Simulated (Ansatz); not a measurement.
# AlF2H2N + SiH4: a complex and its separated parts

Aim: how far the complex at one end of a reaction step lies below its separated, relaxed parts, level by level.

Method: PBE0-D4/def2-TZVP structures, single points in def2-TZVPP, no counterpoise correction; program: Ansatz 0.2.0, Gaussian basis.

Levels: SPW92, PBE-D4, BLYP-D4, r2SCAN-D4, B97M-V, PBE0-D4, B3LYP-D4, r2SCAN0-D4, BHLYP-D4, CAM-B3LYP-D4, wB97X-V, wB97M-V, B2PLYP, PBE-QIDH, RPA on PBE, Hartree-Fock, MP2, CCSD, CCSD(T).

Correlated methods freeze the cores. B3LYP uses VWN-RPA correlation. B2PLYP carries no dispersion term here.

94 further runs of the same task are left out: 94 set aside as unsound or not needed. Runs told in other sessions of the task aren't counted.

### 1 Starting geometry

The complex: 11 atoms, charge 0, spin multiplicity 1.

Atoms are counted from 1 here; the program's logs count them from 0.

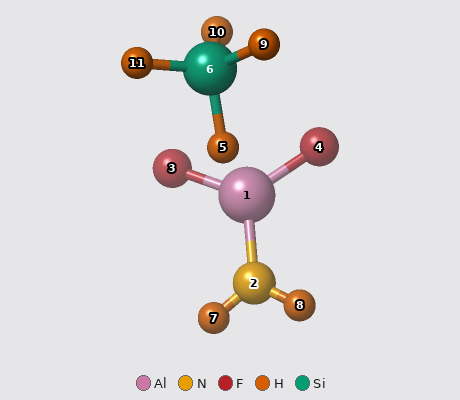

As it starts; aluminium pink, nitrogen amber, fluorine red, hydrogen orange, silicon teal; atoms are numbered from 1 in the order of the file.

Geometry (Å):

```
Al    0.0376    0.4903   -1.0996
N     1.7436    0.7573   -1.4050
F    -0.7060   -0.8461   -1.7213
F    -0.9049    1.7388   -0.5717
H     0.1745   -0.3167    0.7398
Si   -0.9995   -0.7749    1.5743
H     2.3572    0.0891   -1.8394
H     2.2412    1.5987   -1.1681
H    -0.9290    0.0224    2.8192
H    -2.2576   -0.5471    0.8380
H    -0.7570   -2.2116    1.8338
```

Its parts: AlF2H2N holds atoms 1, 2, 3, 4, 7, 8; SiH4 holds atoms 5, 6, 9, 10, 11. Each part counts its atoms afresh in its own runs.

### 2 Relaxing AlF2H2N alone

File relax-a/in.yaml:

```yaml
crystal:
  periodic: [false, false, false]
  atoms:
    - {symbol: Al, position_ang: [0.037578, 0.490310, -1.099608]}
    - {symbol: N, position_ang: [1.743562, 0.757268, -1.404951]}
    - {symbol: F, position_ang: [-0.706009, -0.846139, -1.721318]}
    - {symbol: F, position_ang: [-0.904899, 1.738799, -0.571743]}
    - {symbol: H, position_ang: [2.357196, 0.089106, -1.839408]}
    - {symbol: H, position_ang: [2.241219, 1.598694, -1.168148]}
basis:
  gaussian: {orbitals: def2-TZVP}
hamiltonian: {xc: pbe0, dispersion: d4}
relax: {f_tol: 0.005, max_steps: 200}
```

Command:

```console
$ ansatz run in.yaml --threads 8 --pin off --events-out ev --progress --plain --max-ram 19148MiB
```

Standard output (excerpt; [...] marks lines left out):

```text
Functional definition: PBE0
  name "PBE0"
  cite "Adamo & Barone, J. Chem. Phys. 110, 6158 (1999) doi:10.1063/1.478522"
  cite "Perdew, Burke & Ernzerhof, Phys. Rev. Lett. 77, 3865 (1996) doi:10.1103/PhysRevLett.77.3865"
  parent pbe
[...]
834 factors; their error is unknown
[...]
mean field -13551.82515210 eV, -498.0203885827 hartree, gradient 1.5e-5 eV, S^2 0.000000; 0 other end points of the search recorded, 0 dependent functions left out
[...]
reference -13551.82518143 eV, -498.0203896607 hartree; 20, 20 occupied and 122, 122 virtual orbitals, 834 factors
[...]
reference -13551.88763642 eV, -498.0226848390 hartree; 20, 20 occupied and 122, 122 virtual orbitals, 834 factors
Total energy: -13551.95928544 eV, -498.0253178921 hartree
Atom 0 at     0.023591     0.536840    -1.206700 Å, force     0.000478     0.000051    -0.000027 eV/Å
Atom 1 at     1.741566     0.762132    -1.416253 Å, force    -0.001251    -0.000349    -0.000319 eV/Å
Atom 2 at    -0.701433    -0.856704    -1.677845 Å, force     0.000353    -0.000494    -0.000251 eV/Å
Atom 3 at    -0.899150     1.714260    -0.534513 Å, force     0.000282     0.000565     0.000212 eV/Å
Atom 4 at     2.360148     0.079876    -1.821064 Å, force    -0.000086     0.000789     0.000506 eV/Å
Atom 5 at     2.243925     1.591634    -1.148800 Å, force     0.000224    -0.000562    -0.000121 eV/Å
Dipole moment:     0.526666     0.069149    -0.064422 e Å
```

Run time: 4.3 s. Hardware: 8 threads of Arm Neoverse V1, shared host.

Along the way:

```
step  energy from step 1 (eV)  largest force component (eV/Å)
   1                   0.0000                          0.7654
   2                  -0.0113                          0.7651
   3                  -0.0534                          0.4123
   4                  -0.0588                          0.2308
   5                  -0.0624                          0.0925
   6                  -0.0625                          0.0013
```

Distances of close pairs at the start and the end, largest changes first:

```
  bond  before (Å)  after (Å)  change (Å)
Al1–F4       1.651      1.640      -0.011
Al1–F3       1.651      1.640      -0.011
Al1–N2       1.754      1.745      -0.008
 N2–H5       1.006      1.006      +0.000
 N2–H6       1.006      1.006      +0.000
```

### 3 Relaxing SiH4 alone

File relax-b/in.yaml:

```yaml
crystal:
  periodic: [false, false, false]
  atoms:
    - {symbol: H, position_ang: [0.174456, -0.316710, 0.739817]}
    - {symbol: Si, position_ang: [-0.999467, -0.774863, 1.574335]}
    - {symbol: H, position_ang: [-0.929024, 0.022442, 2.819208]}
    - {symbol: H, position_ang: [-2.257635, -0.547067, 0.837951]}
    - {symbol: H, position_ang: [-0.756978, -2.211642, 1.833765]}
basis:
  gaussian: {orbitals: def2-TZVP}
hamiltonian: {xc: pbe0, dispersion: d4}
relax: {f_tol: 0.005, max_steps: 200}
```

Command:

```console
$ ansatz run in.yaml --threads 8 --pin off --events-out ev --progress --plain --max-ram 19148MiB
```

Standard output (excerpt; [...] marks lines left out):

```text
[... 5 set-up lines as earlier in the session ...]
[...]
444 factors; their error is unknown
[...]
mean field -7939.05455803 eV, -291.7548737232 hartree, gradient 2.6e-5 eV, S^2 0.000000; 0 other end points of the search recorded, 0 dependent functions left out
[...]
Atom 1 at    -0.953658    -0.765579     1.561052 Å, force    -0.000034    -0.000168     0.000375 eV/Å
Atom 2 at    -0.956756     0.001641     2.832025 Å, force     0.000322     0.001990     0.001939 eV/Å
Atom 3 at    -2.239201    -0.551082     0.850329 Å, force    -0.004263     0.000279    -0.001371 eV/Å
Atom 4 at    -0.786466    -2.210885     1.856262 Å, force     0.000691    -0.002700    -0.000139 eV/Å
Dipole moment:     0.000071    -0.000011     0.000036 e Å
```

Wall time 0.75 s (8 threads of Arm Neoverse V1, shared host).

Along the way:

```
step  energy from step 1 (eV)  largest force component (eV/Å)
   1                   0.0000                          0.9352
   2                  -0.0282                          0.1371
   3                  -0.0283                          0.1537
   4                  -0.0308                          0.0043
```

Distances of close pairs at the start and the end, largest changes first:

```
  bond  before (Å)  after (Å)  change (Å)
H1–Si2       1.511      1.485      -0.027
Si2–H4       1.476      1.485      +0.009
Si2–H3       1.480      1.485      +0.005
Si2–H5       1.480      1.485      +0.005
```

### 4 SPW92/def2-TZVPP

File parta/in.yaml:

```yaml
crystal:
  periodic: [false, false, false]
  atoms:
    - {symbol: Al, position_ang: [0.023591, 0.536840, -1.206700]}
    - {symbol: N, position_ang: [1.741566, 0.762132, -1.416253]}
    - {symbol: F, position_ang: [-0.701433, -0.856704, -1.677845]}
    - {symbol: F, position_ang: [-0.899150, 1.714260, -0.534513]}
    - {symbol: H, position_ang: [2.360148, 0.079876, -1.821064]}
    - {symbol: H, position_ang: [2.243925, 1.591634, -1.148800]}
basis:
  gaussian: {orbitals: def2-TZVPP}
hamiltonian: {xc: lda}
```

File partb/in.yaml:

```yaml
crystal:
  periodic: [false, false, false]
  atoms:
    - {symbol: H, position_ang: [0.167433, -0.301935, 0.705408]}
    - {symbol: Si, position_ang: [-0.953658, -0.765579, 1.561052]}
    - {symbol: H, position_ang: [-0.956756, 0.001641, 2.832025]}
    - {symbol: H, position_ang: [-2.239201, -0.551082, 0.850329]}
    - {symbol: H, position_ang: [-0.786466, -2.210885, 1.856262]}
basis:
  gaussian: {orbitals: def2-TZVPP}
hamiltonian: {xc: lda}
```

Each run has its own folder and the same command.

Command:

```console
$ ansatz run in.yaml --threads 8 --pin off --events-out ev --progress --plain --max-ram 19148MiB
```

Output in parta (excerpt; [...] marks lines left out):

```text
Functional definition: SPW92
  name "SPW92"
  cite "Dirac, Proc. Camb. Phil. Soc. 26, 376 (1930) doi:10.1017/S0305004100016108"
  cite "Slater, Phys. Rev. 81, 385 (1951) doi:10.1103/PhysRev.81.385"
  cite "Perdew & Wang, Phys. Rev. B 45, 13244 (1992) doi:10.1103/PhysRevB.45.13244"
[...]
854 factors; their error is unknown
[...]
mean field -13486.51248013 eV, -495.6201921584 hartree, gradient 5.0e-5 eV, S^2 0.000000; 0 other end points of the search recorded, 0 dependent functions left out
reference -13486.51251802 eV, -495.6201935507 hartree; 20, 20 occupied and 143, 143 virtual orbitals, 854 factors
Total energy: -13486.51251802 eV, -495.6201935507 hartree
```

Output in partb (excerpt; [...] marks lines left out):

```text
[... 5 set-up lines as earlier in the session ...]
[...]
524 factors; their error is unknown
[...]
mean field -7909.52594212 eV, -290.6697171035 hartree, gradient 6.4e-5 eV, S^2 0.000000; 0 other end points of the search recorded, 0 dependent functions left out
reference -7909.52597420 eV, -290.6697182827 hartree; 9, 9 occupied and 89, 89 virtual orbitals, 524 factors
Total energy: -7909.52597420 eV, -290.6697182827 hartree
```

Wall times: 0.3 s (parta), 0.15 s (partb) on 8 threads of Arm Neoverse V1, shared host.

### 5 PBE-D4/def2-TZVPP

Each input of step 4 (parta, partb) changes in the same lines:

```diff
-hamiltonian: {xc: lda}
+hamiltonian: {xc: pbe, dispersion: d4}
```

One command serves all of them, each in its own folder.

Command:

```console
$ ansatz run in.yaml --threads 8 --pin off --events-out ev --progress --plain --max-ram 19148MiB
```

parta printed (excerpt; [...] marks lines left out):

```text
Functional definition: PBE
  name "PBE"
[... 2 set-up lines as earlier in the session ...]
[...]
854 factors; their error is unknown
[...]
mean field -13551.26293476 eV, -497.9997274763 hartree, gradient 5.4e-5 eV, S^2 0.000000; 0 other end points of the search recorded, 0 dependent functions left out
reference -13551.26297540 eV, -497.9997289699 hartree; 20, 20 occupied and 143, 143 virtual orbitals, 854 factors
Total energy: -13551.34877121 eV, -498.0028819079 hartree
```

Log of partb (excerpt; [...] marks lines left out):

```text
[... 4 set-up lines as earlier in the session ...]
[...]
524 factors; their error is unknown
[...]
mean field -7938.15280371 eV, -291.7217348632 hartree, gradient 4.7e-5 eV, S^2 0.000000; 0 other end points of the search recorded, 0 dependent functions left out
reference -7938.15283801 eV, -291.7217361237 hartree; 9, 9 occupied and 89, 89 virtual orbitals, 524 factors
Total energy: -7938.19517882 eV, -291.7232921197 hartree
```

Times: 0.45 s (parta), 0.2 s (partb) on 8 threads of Arm Neoverse V1, shared host.

### 6 BLYP-D4/def2-TZVPP

The same edit goes into each in.yaml of step 5 (parta, partb):

```diff
-hamiltonian: {xc: pbe, dispersion: d4}
+hamiltonian: {xc: {name: BLYP}, dispersion: d4}
```

The same command starts each run, in its folder.

Command:

```console
$ ansatz run in.yaml --threads 8 --pin off --events-out ev --progress --plain --max-ram 19148MiB
```

Log of parta (excerpt; [...] marks lines left out):

```text
Functional definition: BLYP
  name "BLYP"
  cite "Becke, Phys. Rev. A 38, 3098 (1988) doi:10.1103/PhysRevA.38.3098"
  cite "Lee, Yang & Parr, Phys. Rev. B 37, 785 (1988) doi:10.1103/PhysRevB.37.785"
[...]
854 factors; their error is unknown
[...]
mean field -13561.40565161 eV, -498.3724654459 hartree, gradient 1.6e-5 eV, S^2 0.000000; 0 other end points of the search recorded, 0 dependent functions left out
reference -13561.40595880 eV, -498.3724767347 hartree; 20, 20 occupied and 143, 143 virtual orbitals, 854 factors
Total energy: -13561.59659816 eV, -498.3794826021 hartree
```

partb printed (excerpt; [...] marks lines left out):

```text
[... 4 set-up lines as earlier in the session ...]
[...]
524 factors; their error is unknown
[...]
mean field -7942.32370221 eV, -291.8750125559 hartree, gradient 3.2e-5 eV, S^2 0.000000; 0 other end points of the search recorded, 0 dependent functions left out
reference -7942.32398369 eV, -291.8750229002 hartree; 9, 9 occupied and 89, 89 virtual orbitals, 524 factors
Total energy: -7942.42239933 eV, -291.8786396080 hartree
```

They took 0.5 s (parta), 0.2 s (partb) on 8 threads of Arm Neoverse V1, shared host.

### 7 r2SCAN-D4/def2-TZVPP

Each input of step 6 (parta, partb) changes in the same lines:

```diff
-hamiltonian: {xc: {name: BLYP}, dispersion: d4}
+hamiltonian: {xc: r2scan, dispersion: d4}
```

The same command starts each run, in its folder.

Command:

```console
$ ansatz run in.yaml --threads 8 --pin off --events-out ev --progress --plain --max-ram 19148MiB
```

parta printed (excerpt; [...] marks lines left out):

```text
Functional definition: r2SCAN
  name "r2SCAN"
  cite "Furness, Kaplan, Ning, Perdew & Sun, J. Phys. Chem. Lett. 11, 8208 (2020) doi:10.1021/acs.jpclett.0c02405"
  cite "Furness, Kaplan, Ning, Perdew & Sun, J. Phys. Chem. Lett. 11, 9248 (2020) doi:10.1021/acs.jpclett.0c03077"
  parent r2scan
[...]
854 factors; their error is unknown
[...]
mean field -13558.33866593 eV, -498.2597558007 hartree, gradient 3.7e-6 eV, S^2 0.000000; 0 other end points of the search recorded, 0 dependent functions left out
reference -13558.33867821 eV, -498.2597562520 hartree; 20, 20 occupied and 143, 143 virtual orbitals, 854 factors
Total energy: -13558.35838637 eV, -498.2604805139 hartree
```

Log of partb (excerpt; [...] marks lines left out):

```text
[... 5 set-up lines as earlier in the session ...]
[...]
524 factors; their error is unknown
[...]
mean field -7941.75744532 eV, -291.8542029989 hartree, gradient 1.6e-5 eV, S^2 0.000000; 0 other end points of the search recorded, 0 dependent functions left out
reference -7941.75745592 eV, -291.8542033884 hartree; 9, 9 occupied and 89, 89 virtual orbitals, 524 factors
Total energy: -7941.76702512 eV, -291.8545550501 hartree
```

Wall times: 1.1 s (parta), 0.55 s (partb) on 8 threads of Arm Neoverse V1, shared host.

### 8 B97M-V/def2-TZVPP

The same edit goes into each in.yaml of step 7 (parta, partb):

```diff
-hamiltonian: {xc: r2scan, dispersion: d4}
+hamiltonian: {xc: {name: B97M-V}}
```

Each run has its own folder and the same command.

Command:

```console
$ ansatz run in.yaml --threads 8 --pin off --events-out ev --progress --plain --max-ram 19148MiB
```

Output in parta (excerpt; [...] marks lines left out):

```text
Functional definition: B97M-V
  name "B97M-V"
  cite "Mardirossian & Head-Gordon, J. Chem. Phys. 142, 074111 (2015) doi:10.1063/1.4907719"
  cite "Becke, J. Chem. Phys. 107, 8554 (1997) doi:10.1063/1.475007"
  cite "Vydrov & Van Voorhis, J. Chem. Phys. 133, 244103 (2010) doi:10.1063/1.3521275"
  # Of w^i u^j: cxij and so on, Table III.
[...]
  gx(w, u) = cx00 + cx01*u + cx02*u^2 + (cx10 + cx11*u)*w
[...]
  gos(w, u) = cos00 + cos01*u + cos03*u^3 + cos10*w + cos32*w^3*u^2
[...]
      + integral(e_c_pw_mod_opposite_spin*gos(b97_w_opposite, b97_u_opposite)) + vv10(b, c)
854 factors; their error is unknown
[...]
mean field -13558.19102137 eV, -498.2543299634 hartree, gradient 1.8e-5 eV, S^2 0.000000; 0 other end points of the search recorded, 0 dependent functions left out
reference -13558.19107930 eV, -498.2543320921 hartree; 20, 20 occupied and 143, 143 virtual orbitals, 854 factors
Total energy: -13558.19107930 eV, -498.2543320921 hartree
```

Log of partb (excerpt; [...] marks lines left out):

```text
[... 5 set-up lines as earlier in the session ...]
  # Of w^i u^j: cxij and so on, Table III.
[...]
  gx(w, u) = cx00 + cx01*u + cx02*u^2 + (cx10 + cx11*u)*w
[...]
  gos(w, u) = cos00 + cos01*u + cos03*u^3 + cos10*w + cos32*w^3*u^2
[...]
      + integral(e_c_pw_mod_opposite_spin*gos(b97_w_opposite, b97_u_opposite)) + vv10(b, c)
524 factors; their error is unknown
[...]
mean field -7940.58586799 eV, -291.8111483261 hartree, gradient 4.2e-5 eV, S^2 0.000000; 0 other end points of the search recorded, 0 dependent functions left out
reference -7940.58592042 eV, -291.8111502528 hartree; 9, 9 occupied and 89, 89 virtual orbitals, 524 factors
Total energy: -7940.58592042 eV, -291.8111502528 hartree
```

Times: 1.6 s (parta), 0.65 s (partb) on 8 threads of Arm Neoverse V1, shared host.

### 9 PBE0-D4/def2-TZVPP

Each input of step 8 (parta, partb) changes in the same lines:

```diff
-hamiltonian: {xc: {name: B97M-V}}
+hamiltonian: {xc: pbe0, dispersion: d4}
+output: {orbitals: {seedname: orbitals}}
```

Each run has its own folder and the same command.

Command:

```console
$ ansatz run in.yaml --threads 8 --pin off --events-out ev --progress --plain --max-ram 19148MiB
```

parta printed (excerpt; [...] marks lines left out):

```text
[... 5 set-up lines as earlier in the session ...]
[...]
885 factors; their error is unknown
[...]
mean field -13551.94382369 eV, -498.0247496831 hartree, gradient 5.0e-5 eV, S^2 0.000000; 0 other end points of the search recorded, 0 dependent functions left out
reference -13551.94385342 eV, -498.0247507756 hartree; 20, 20 occupied and 143, 143 virtual orbitals, 885 factors
Total energy: -13552.01550244 eV, -498.0273838286 hartree
```

Log of partb (excerpt; [...] marks lines left out):

```text
[... 5 set-up lines as earlier in the session ...]
[...]
527 factors; their error is unknown
[...]
mean field -7939.10185486 eV, -291.7566118495 hartree, gradient 5.6e-5 eV, S^2 0.000000; 0 other end points of the search recorded, 0 dependent functions left out
reference -7939.10188075 eV, -291.7566128011 hartree; 9, 9 occupied and 89, 89 virtual orbitals, 527 factors
Total energy: -7939.13646191 eV, -291.7578836351 hartree
```

They took 0.6 s (parta), 0.2 s (partb) on 8 threads of Arm Neoverse V1, shared host.

(Part 1 of 3 ends here.)
